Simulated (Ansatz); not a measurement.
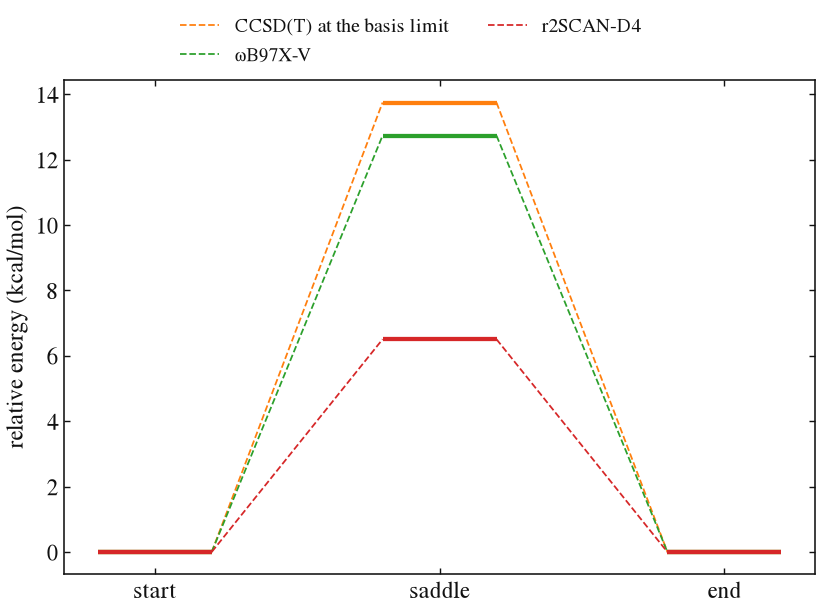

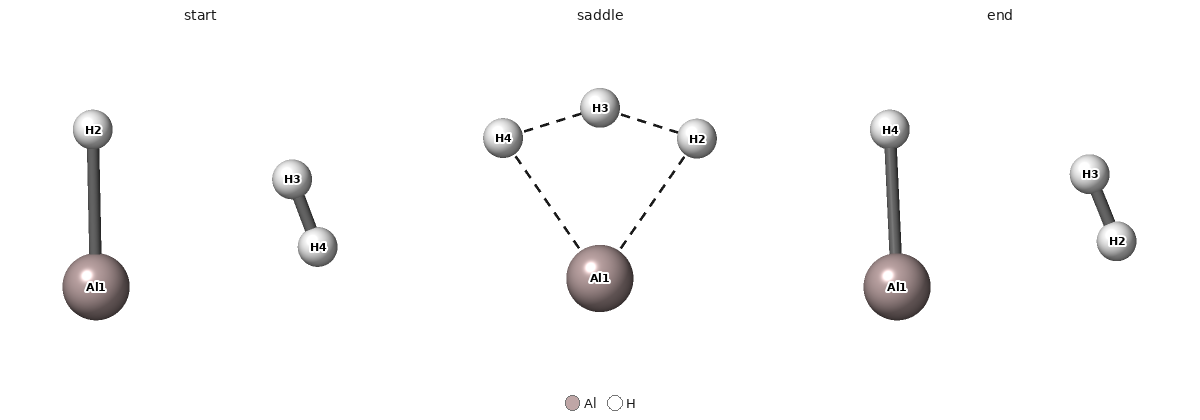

One elementary step of AlH₃, singlet: start, first-order saddle point (changing pairs dashed) and end. Electronic energies at PBE0-D4/def2-TZVP geometries, energies in def2-TZVPP, the Ansatz code; cores frozen in correlated methods, no zero-point terms. Start and end are the structures at the ends of the path (complexes, where there are several molecules). The limit is the MP2 basis limit plus CCSD(T) less MP2 in triple zeta. Lines between the levels only guide the eye.

> Which bonds change in the step?

Al1–H4 (2.44 → 1.80 → 1.66 Å) and H2–H3 (2.20 → 1.07 → 0.76 Å) form; Al1–H2 (1.66 → 1.80 → 2.44 Å) and H3–H4 (0.76 → 1.07 → 2.20 Å) break (lengths at start, saddle and end; changes of bond order aren't listed). The imaginary mode at the saddle is 1233.4i cm⁻¹ (PBE0-D4).

> What are the heights of saddle and end over the start, in kcal/mol?

```csv
level,barrier,reverse barrier,step energy
CCSD(T) at the basis limit,13.7,13.7,0.0
ωB97X-V,12.7,12.7,0.0
r2SCAN-D4,6.5,6.5,0.0
```

Caveats, for all or some of the runs: restricted reference unstable towards unrestricted.
